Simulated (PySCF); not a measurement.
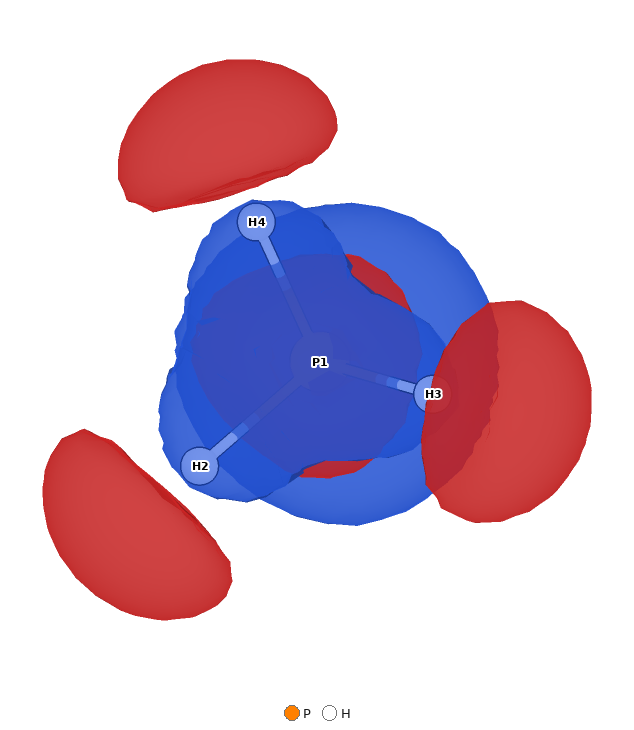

*H3P, SMILES `P`. Unrelaxed difference density of S₃ less the ground state (TDA singlet states), ±0.02 e/Å³; red: gain, blue: loss.*

Computed with PySCF, ωB97X/def2-SVP, geometry: GFN2-xTB. No frequency check shows the geometry to be a minimum. GFN2-xTB bond lengths at metals and heavier atoms can be off by up to 0.1 Å and shapes distorted, which carries into these values. Without diffuse functions Rydberg states are missing, so the states' numbers hold for this basis only.

Coordinates in Å:

```
P1      -0.0000    0.0000    0.1280
H2      -1.0996    0.3515   -0.6405
H3       0.8545    0.7766   -0.6401
H4       0.2456   -1.1281   -0.6402
```

Q: How does the charge move on excitation?

A: 0.72 e is displaced in all, of which about 0.4 e passes between atoms: P1 (0.41 e) loses electrons and H2, H3 and H4 (0.14 e each) gain them. The state: 8.98 eV (138 nm), f = 0.127 (bright), partly diffuse acceptor orbital, which a basis without diffuse functions describes poorly; the leading pair carries 99 %; hole on P1 (81 %) and H2, H3 and H4 (6 % each), electron on P1 (40 %) and H2, H3 and H4 (20 % each) (atom shares of so diffuse an orbital are rough); their centroids lie 1.1 Å apart.

Run time: 8.5 s on 1 thread of Intel(R) Xeon(R) Platinum 8259CL CPU @ 2.50GHz (Skylake/Cascade Lake), with other jobs on the host, peak memory 0.23 GiB.
